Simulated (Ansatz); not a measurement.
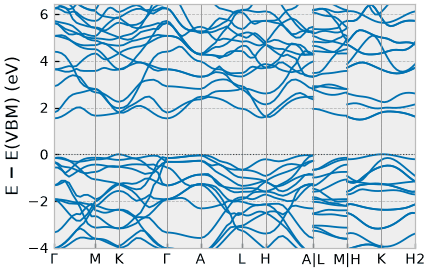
*Band structure from DFT-r²SCAN+D4 in the program Ansatz with PAW potentials*

The gap is 1.44 eV; an edge lies off the plotted path or next to a special point (maximum on the K–H2 line, 4 % of the way from K, minimum off the standard path).

Pick the material that matches.
(A) MgSnSe2, P-3m1 (Se on 2d, Sn on 1a, Mg on 1b)
(B) AlSiTe3, P-31m (Al on 2d, Si on 2e, Te on 6k)
(C) GeSb4Te7, P-3m1 (Pearson symbol hP12)
(D) Ge2Sb2Te5, P-3m1 (Pearson symbol hP9)

B, AlSiTe3, P-31m (Al on 2d, Si on 2e, Te on 6k)

The first step of the workflow began from a Materials Project structure, measured or hypothetical; the Crystallography Open Database copy checked does not list it. Its standing as an ambient phase is unchecked. The cell was relaxed with r²SCAN+D4 under the symmetry of its start; whether a distortion lowers the energy is not shown. Scalar-relativistic: spin–orbit coupling is off unless named, which matters more the heavier the elements.

Potentials: the later of the program's two PAW sets.
